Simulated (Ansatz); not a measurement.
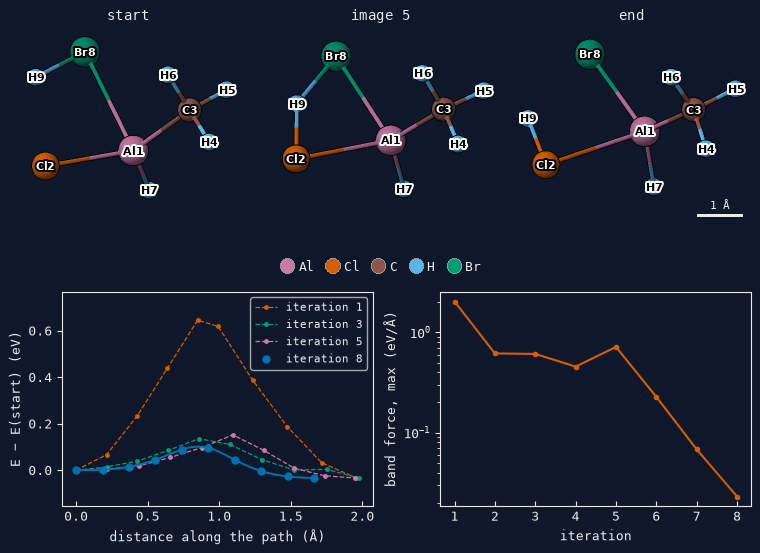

NEB run on CH5AlBrCl. Images are numbered from 0 (start) to 9 (end). The plot follows the band through its iterations. The picture is a ball-and-stick view, seen at a tilt.

The calculation used Ansatz, RKS PBE0-D4/def2-SVP. Run with 8 movable images; no climbing image; force threshold 0.03 eV/Å; iteration limit 60; starting path through a guess of the saddle point.

**How did the profile develop, and is the result final?**

The run is converged, with reservations. The band converged in 8 iterations. The largest component of the band force went from 2 to 0.023 eV/Å. No image climbed, so the highest image needn't lie on the saddle point, and the true maximum along this path can be higher. The first iteration put the highest image at 0.646 eV. The highest point, image 5, lies 0.097 eV above the start and 0.130 eV above the end; the end is at −0.033 eV relative to the start.
